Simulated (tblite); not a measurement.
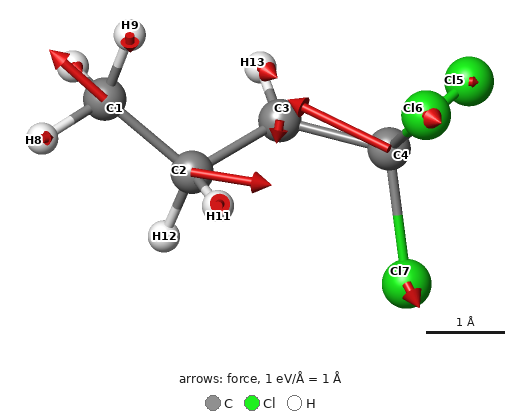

Starting geometry of C4H6Cl3 (multiplicity 2) with the computed forces as red arrows. A ball-and-stick model, seen at a tilt.

Level of theory: GFN2-xTB geometry optimisation, gas phase in tblite. 

**Is this structure relaxed? If not, where do the atoms go?**

It isn't relaxed: the largest force vector, on a C atom, is 1.55 eV/Å. The final displacements have little in common with the starting forces (cosine between the two patterns 0.12). After 72 geometry steps the energy has fallen by 0.107 eV. An H atom moves most after the best rigid fit: 0.43 Å. Largest moves by element: H 0.43 Å, Cl 0.33 Å, C 0.10 Å. Among the contacts that change: C–Cl 1.784 → 1.918 Å, C–C 1.481 → 1.428 Å, C–C 1.496 → 1.476 Å, C–C 1.506 → 1.525 Å. Bond angles that change, for instance: Cl–C–Cl 109.8° → 104.4°, C–C–Cl 110.1° → 113.8°, Cl–C–Cl 108.7° → 105.1°. Groups turn about C–C by about 25°. Cost: 0.45 s on 1 thread of Arm Neoverse V2, on a shared host.
